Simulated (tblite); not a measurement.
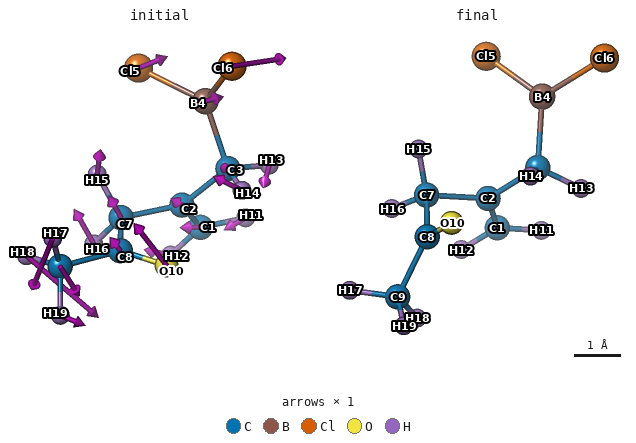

The structure of C$_{6}$H$_{9}$BCl$_{2}$O before (left) and after (right) a relaxation, at one scale. The purple arrows give the displacements, at their true length.

The picture is a ball-and-stick view, seen from a free direction.

The calculation used GFN2-xTB geometry optimisation, gas phase in tblite 0.8.0. 

Q: Summarise the run.

A: The atom that moves furthest after the best rigid fit is H18 (2.22 Å). By element the largest moves are H 2.22 Å, Cl 1.76 Å, O 1.39 Å, C 0.98 Å, B 0.49 Å. Some distances before and after: B4–Cl6 1.861 → 1.719 Å, B4–Cl5 1.823 → 1.718 Å, C2–C7 1.464 → 1.509 Å, C9–H18 1.128 → 1.088 Å. Among the angles between lasting bonds that change: C3–C2–C7 124.3° → 115.2°, C1–C2–C3 115.2° → 122.9°, C2–C7–C8 113.3° → 107.3°. Groups turn about C7–C8 by about 75°, C8–C9 by about 45°, C3–B4 by about 35°. After 285 geometry steps the energy has fallen by 17.3 kcal/mol.
